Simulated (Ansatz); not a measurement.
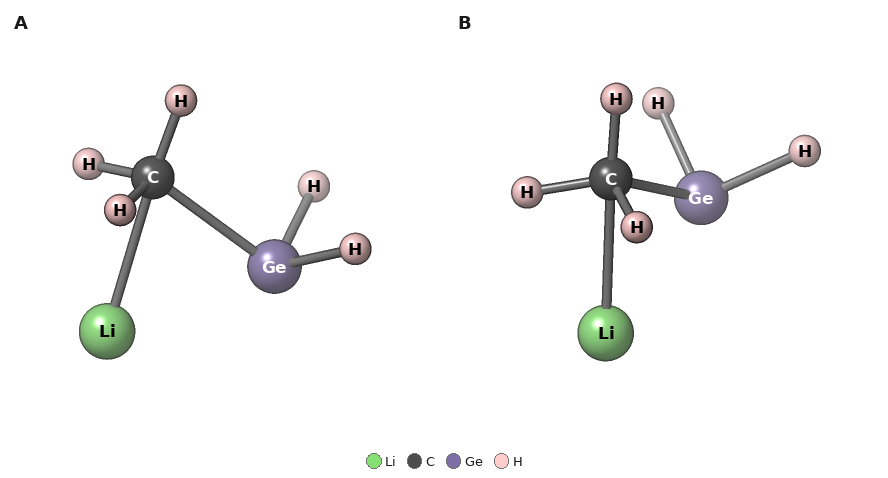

Depth is shown by fading: the farther an atom, the more it takes the colour of the background. The geometry was computed by an optimisation with PBE0-D4/def2-TZVP. No frequency run is at hand to confirm it as a minimum.

**Are A and B the same structure? If not, how do they differ?**

Yes. They are the same structure, CH5GeLi, seen from two directions. With point group Cs it is achiral, so its mirror image would be the same too.
